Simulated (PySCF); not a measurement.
```yaml
atoms:
  - { symbol: O, position_ang: [0.0000, 0.0000, -0.6620] }
  - { symbol: O, position_ang: [0.0000, 0.0000, 0.6620] }
```

Computed with PySCF 2.14.0, PBE0/def2-TZVPPD, non-relativistic Hamiltonian with scalar-relativistic core potentials where named, at a bond length of 1.324 Å.

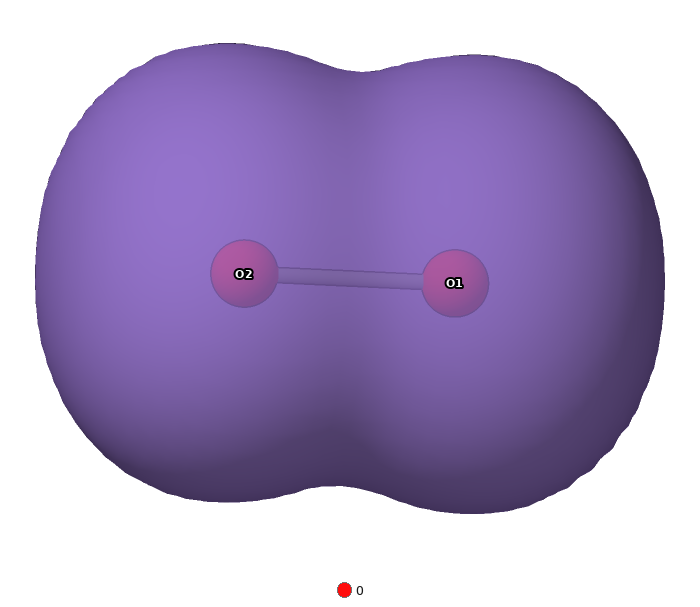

O$_{2}$ (charge −1, doublet). Isosurface of the total electron density at 0.05 e/Å³ (purple), seen from one side.

Question: How is the density connected at this value?

Answer: At this value the surface is in one piece. It bridges the sampled O–O (1.32 Å) contact, where the density stays above the isovalue. On the grid the lowest density along these lines, outside the cores, is 2.6 e/Å³ (O–O, 1.32 Å).
